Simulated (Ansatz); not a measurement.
Consider PH3 (SMILES P).

Input

```
crystal:
  periodic: [false, false, false]
  atoms:
    - {symbol: P, position_ang: [0.345982, -0.326530, -0.332826]}
    - {symbol: H, position_ang: [0.630897, -0.034008, 1.026964]}
    - {symbol: H, position_ang: [-1.005545, -0.663003, -0.057227]}
    - {symbol: H, position_ang: [0.028666, 1.023531, -0.636900]}
basis:
  gaussian: {orbitals: def2-TZVPP}
hamiltonian: {xc: pbe0, dispersion: d4}
output: {orbitals: {seedname: orbitals}}
```

Command:

```sh
ansatz run in.yaml --threads 2 --pin off --events-out ev --progress --plain --max-ram 32768MiB --backend cpu
```

Geometry: PBE0-D4/def2-TZVP.

Computed with Ansatz, RKS PBE0-D4/def2-TZVPP.

### What will maps of the electron density and electron localisation function show?

P–H (1.42 Å): the density is about 1.1 e/Å³ at the midpoint; the ELF climbs to about 1 towards the hydrogen, as it does in any bond to H.

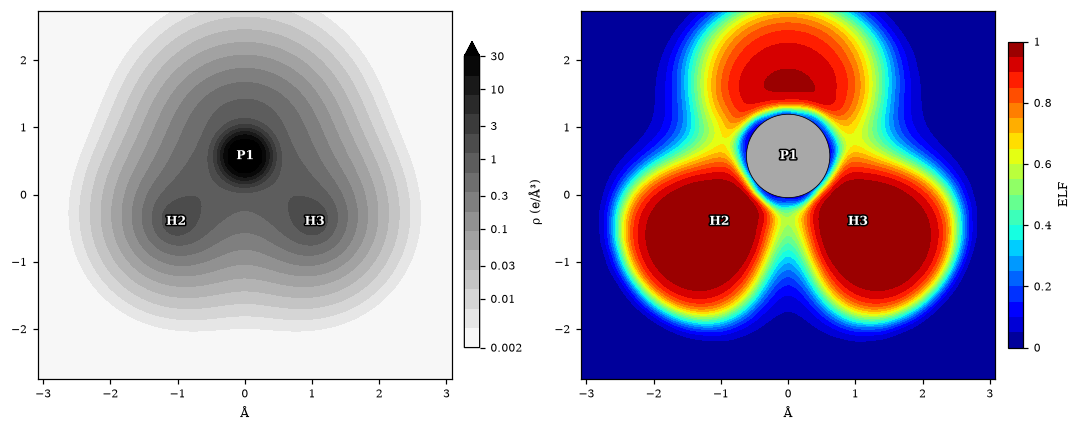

Computed electron density and electron localisation function on the plane of atoms H2, P1 and H3, in this order. Grey discs cover the atomic cores in the ELF map. 
